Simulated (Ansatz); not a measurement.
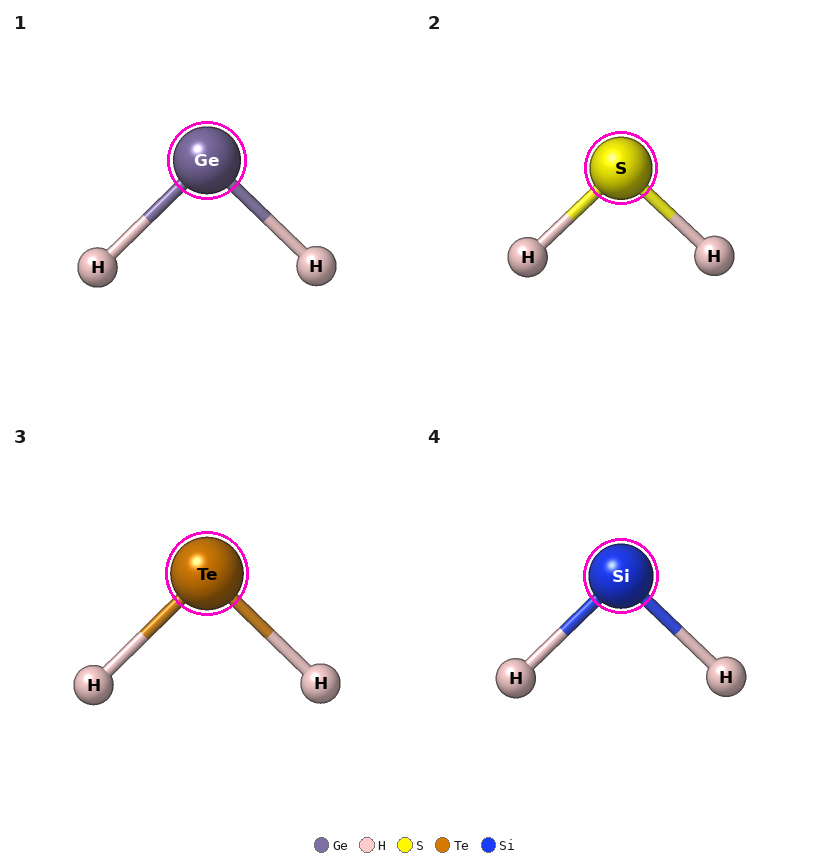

4 molecules with one skeleton, seen from the same side and at one scale; the atom that differs is circled. Charge 0, singlet. Computed geometries: PBE0-D4/def2-TZVP optimisations, one conformation each. Properties computed with Ansatz 0.2.0. Elements past Kr carry core potentials.

One atom differs, called X below: Ge in panel 1, S in panel 2, Te in panel 3, Si in panel 4. Their formulas are GeH2 (`[GeH2]`), H2S (`S`), H2Te (`[TeH2]`), SiH2 (`[SiH2]`).

> Rank them by the HOMO–LUMO gap, lowest first (ωB97M-V/def2-TZVPP).

4 (Si), 1 (Ge), 3 (Te), 2 (S).

> Rank them by the dipole moment, lowest first (ωB97M-V/def2-TZVPP).

4 (Si), 3 (Te), 1 (Ge), 2 (S).

Give the values. With PBE0-D4/def2-TZVP: mean length of X–H (Å), angle H–X–H (°). With ωB97M-V/def2-TZVPP: dipole moment (D), HOMO energy (Kohn–Sham orbital) (eV), HOMO–LUMO gap (eV), vertical ionisation energy (eV).

```tsv
quantity	1 (Ge)	2 (S)	3 (Te)	4 (Si)
mean length of X–H (Å)	1.594	1.341	1.656	1.525
angle H–X–H (°)	90.6	92.3	90.4	91.2
dipole moment (D)	0.23	1.06	0.17	0.02
HOMO energy (Kohn–Sham orbital) (eV)	−9.02	−9.74	−8.69	−8.96
HOMO–LUMO gap (eV)	8.02	12.17	9.88	7.89
vertical ionisation energy (eV)	9.45	10.40	8.98	9.46
```
